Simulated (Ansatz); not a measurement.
**B5 (charge −1, triplet): density, localisation and related maps**

The calculation's input:

```
crystal:
  periodic: [false, false, false]
  atoms:
    - {symbol: B, position_ang: [0.537418, 1.042040, -0.092645]}
    - {symbol: B, position_ang: [-1.403313, -0.911905, 0.097002]}
    - {symbol: B, position_ang: [1.676105, -0.014939, -0.027109]}
    - {symbol: B, position_ang: [-1.017488, 0.589106, -0.030345]}
    - {symbol: B, position_ang: [0.207288, -0.704282, 0.053107]}
basis:
  gaussian: {orbitals: def2-TZVPD, initial_orbitals: start.molden}
total_charge: -1
magnetization: {spin_polarized: true, initial_magnetization: 2}
hamiltonian: {xc: pbe0, dispersion: d4}
scf: {omitted_lower_state_checks: [starts]}
output: {orbitals: {seedname: orbitals}}
```

Launched as:

```sh
ansatz run in.yaml --threads 4 --pin off --events-out ev --progress --plain --max-ram 3916MiB
```

Geometry: r2SCAN-D4/def2-SVPD; ⟨S²⟩ = 2.27, above the pure value of 2.00.

Theory: UKS PBE0-D4/def2-TZVPD (Ansatz 0.2.0).

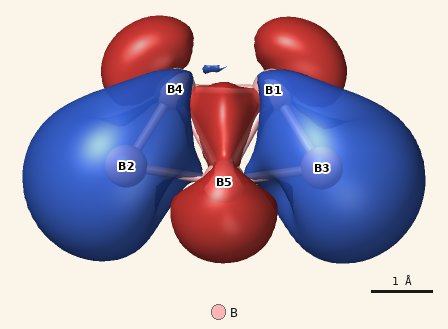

Figure 1. Isosurfaces of the spin density at +0.02 (blue) and −0.02 e/Å³ (red), seen at a tilt.

Describe the spin distribution.

Answer. The unpaired spin (2 electrons) lies mostly on B2 (about 1.0) and B3 (about 1.0), in electrons by Hirshfeld's partition.

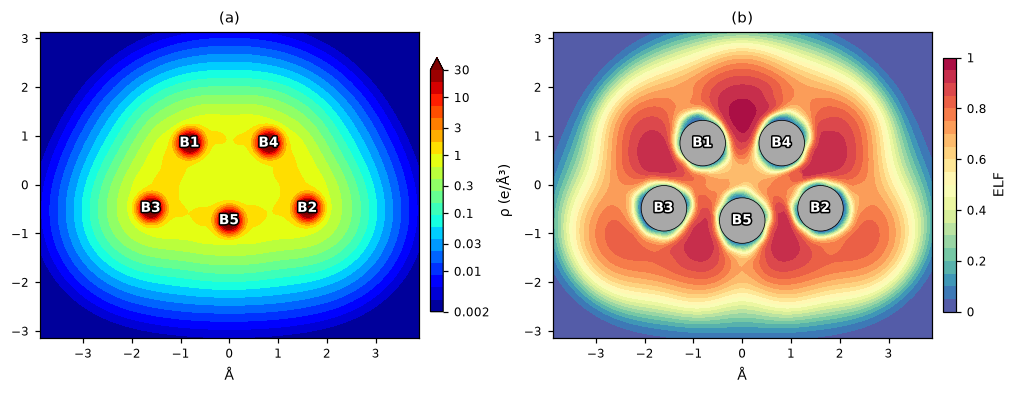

Figure 2. (a) total electron density; (b) ELF on the molecular plane. Grey discs cover the atomic cores in the ELF map.

What do the fields say about this system?

Answer. The section cuts through B sites.
B–B (1.56 Å): ρ is about 1.1 e/Å³ halfway; the ELF peaks at about 0.85 between the atoms (localised, covalent bonding).
B–B (1.62 Å): the density is about 1 e/Å³ at the midpoint; the ELF peaks at about 0.90 between the atoms: a shared electron pair.
B–B (1.78 Å): the density is about 0.79 e/Å³ at the midpoint; the ELF peaks at about 0.75 between the atoms.
The ELF also peaks beside B3 and B2, away from the bonds: non-bonding electrons, paired or unpaired.

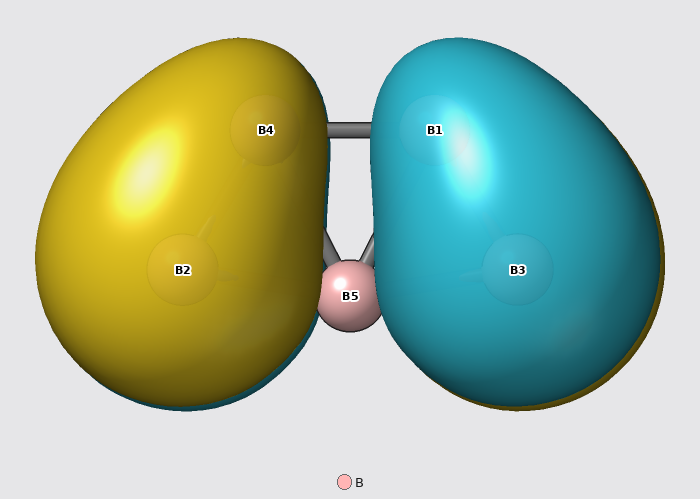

Figure 3. The HOMO (α) at ±0.06 Å⁻³ᐟ² (yellow and cyan are the two phases), seen at a tilt.

What is the character of this orbital?

Answer. Its weight (Hirshfeld) is mainly on B2 (about 30 %), B3 (about 30 %), B1 (about 15 %) and B4 (about 15 %); it changes sign across the molecular plane (π type); π-bonding across B1–B3, B1–B5, B2–B4 and B3–B5; π-antibonding (a node) across B1–B4, B2–B5 and B4–B5. Its energy is −0.28 eV.
